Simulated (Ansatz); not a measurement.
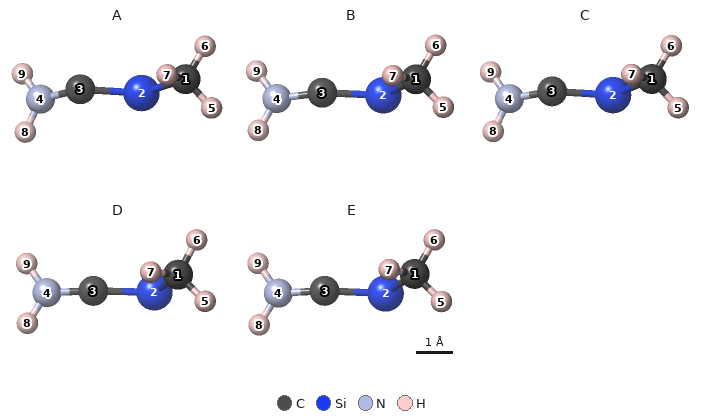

5 geometries from one relaxation of C$_{2}$H$_{5}$NSi, in shuffled order. Style: ball-and-stick. Shown at a tilt.

The run prepares an end point of a later path (torsion) calculation, from a guessed geometry.

Theory: RKS PBE-D4/6-31G* (Ansatz 0.2.0). Settings: no spin polarisation; force threshold 0.015 eV/Å; at most 40 steps.

Order the frames from highest to lowest energy.

Answer. A, C, B, E, D. They are steps 0, 1, 2, 3, 10, at +36.2 kJ/mol, +18.0 kJ/mol, +8.83 kJ/mol, +6.37 kJ/mol relative to the last. The atom that moves furthest after the best rigid fit is Si2 (0.58 Å). Largest moves by element: Si 0.58 Å, C 0.56 Å, H 0.52 Å, N 0.25 Å. Some distances before and after: C1–Si2 1.897 → 1.955 Å, C3–N4 1.329 → 1.303 Å, N4–H8 1.012 → 1.029 Å, C1–H5 1.088 → 1.103 Å. Among the angles between lasting bonds that change: Si2–C3–N4 140.3° → 166.3°, C1–Si2–C3 124.2° → 101.9°, Si2–C1–H7 110.6° → 115.3°. The energy falls by 36.2 kJ/mol in 8 accepted moves (10 points after the start). Largest force component: 0.75 eV/Å at the start, 0.013 eV/Å at the end. The line search rejected the trial steps at points 4, 9 of the run. Cost: 22 s on 1 thread of Intel(R) Xeon(R) Platinum 8375C CPU @ 2.90GHz (Ice Lake) (shared host), peak memory 0.15 GiB.
